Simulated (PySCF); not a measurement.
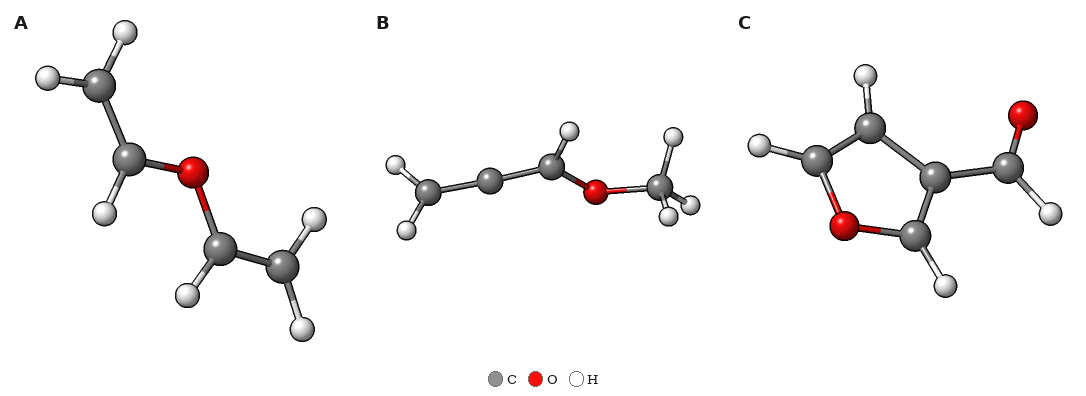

The picture comes from a calculation with PySCF.

Q: Match each picture to its SMILES.
(1) O=Cc1ccoc1
(2) C=COC=C
(3) C=C=COC

A: A is (2), B is (3), C is (1).
